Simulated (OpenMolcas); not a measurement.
How basis sets differ on AlB2H5 (SMILES B[BH][AlH2])

AlB2H5 has 8 atoms, charge 0, and is taken as a singlet. SMILES: `B[BH][AlH2]`. Geometry: a GFN2-xTB relaxation, a rough one for these elements and not checked as a minimum.

Each level gives the HOMO–LUMO gap (eV). The values are calculated.

```tsv
level	kind	program	value (eV)	CPU time
HF/STO-3G	Hartree–Fock	OpenMolcas	13.83	1.9 s
HF/3-21G	Hartree–Fock	OpenMolcas	10.29	2.1 s
HF/def2-SVP	Hartree–Fock	OpenMolcas	10.40	4.5 s
HF/aug-cc-pVDZ	Hartree–Fock	OpenMolcas	10.09	13 s
HF/def2-TZVP	Hartree–Fock	OpenMolcas	10.29	28 s
HF/cc-pVTZ (RICD fitting)	Hartree–Fock	OpenMolcas	10.29	15 s
```

The values span 10.09 to 13.83 eV. A Hartree–Fock LUMO above zero doesn't converge with the basis: it sinks as sets grow more diffuse. Orbital gaps aren't excitation energies. CPU times are rough (shared hosts, several kinds of processor): they show what a rung costs within a factor of a few.

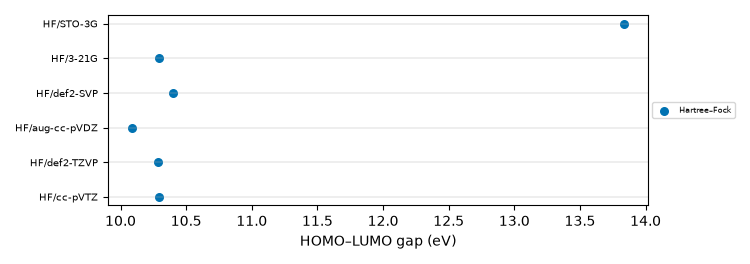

The values of the table, level by level.
